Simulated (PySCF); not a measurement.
SMILES N[Si](N)(N)C (CH9N3Si) at its PBE0/def2-SVP optimised geometry (Å):

```
14

C     -0.8200     1.0813     0.0000
Si    -0.3263    -0.7316     0.0000
N      1.4111    -0.7316     0.0000
N     -0.7246    -1.7196     1.3607
N     -1.2323    -1.4507    -1.2965
H     -0.5072     1.5894    -0.9278
H     -1.9122     1.1912     0.0846
H     -0.3543     1.6154     0.8425
H      1.9122    -0.0328    -0.5365
H      1.9086    -1.6154    -0.0136
H     -0.2248    -1.5972     2.2330
H     -1.6860    -1.9989     1.5131
H     -1.3856    -0.9272    -2.1507
H     -1.1142    -2.4374    -1.4996
```

Computed with PBE0/def2-TZVP (PySCF 2.14.0).

Map of the Laplacian of the electron density (e/bohr⁵), clipped to [-1.50, 1.50] on the plane z = 0.8 Å:

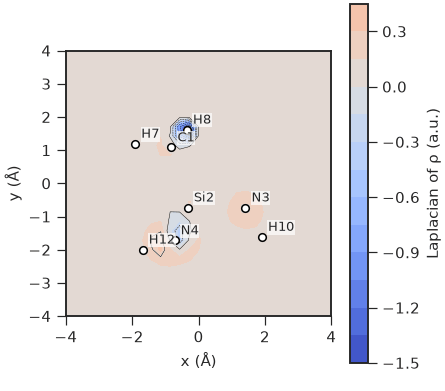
Laplacian of the electron density (e/bohr⁵), clipped to [-1.50, 1.50] on the plane z = 0.8 Å.
